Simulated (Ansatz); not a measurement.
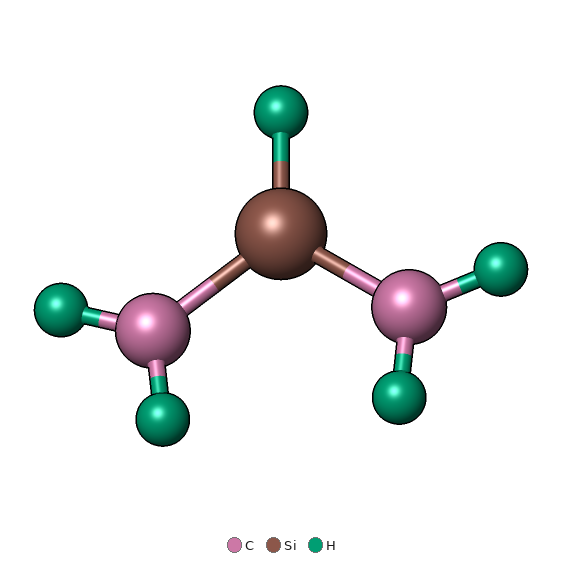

State: charge +1, singlet. Computed geometry: PBE0-D4/def2-TZVP optimisation. No frequency run is at hand to confirm it as a minimum. Method: RKS PBE0-D4/def2-TZVPP (Ansatz 0.2.0).

Computed properties:

The species is C₂H₅Si⁺ (`C=[SiH][CH2+]`).
- HOMO energy (Kohn–Sham orbital): −13.46 eV
- LUMO energy (Kohn–Sham orbital): −10.29 eV
- HOMO–LUMO gap: 3.17 eV
- dispersion correction: −9.2 kJ/mol
